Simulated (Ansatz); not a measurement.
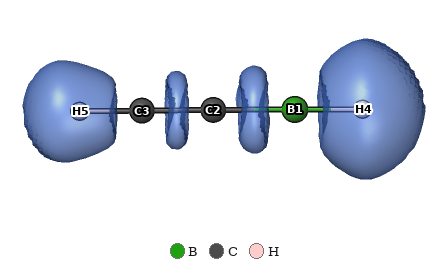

Figure. C₂H₂B (charge +1). Isosurface of the ELF at 0.85 (blue), seen from one side. Only the valence region is drawn (cores and ρ < 0.01 e/Å³ removed).

Method: UKS PBE-D4/6-31G (Ansatz 0.2.0).

```xyz
5

B    -1.7003    0.1186   -0.5675
C    -0.3636    0.4082   -0.1805
C     0.8041    0.6665    0.1588
H    -2.8106   -0.1192   -0.8887
H     1.8231    0.8934    0.4549
```

> Where are the electrons localised?

The ELF exceeds this value in one region between bonded B–C atoms (shared pairs), one region between bonded C–C atoms (shared pairs) and two regions around hydrogen nuclei. Along the contacts the grid gives the following. C–C (1.24 Å): the ELF peaks at about 0.90 between the atoms; a short, multiple covalent bond. C–B (1.42 Å): the ELF peaks at about 0.95 between the atoms; a covalent bond.
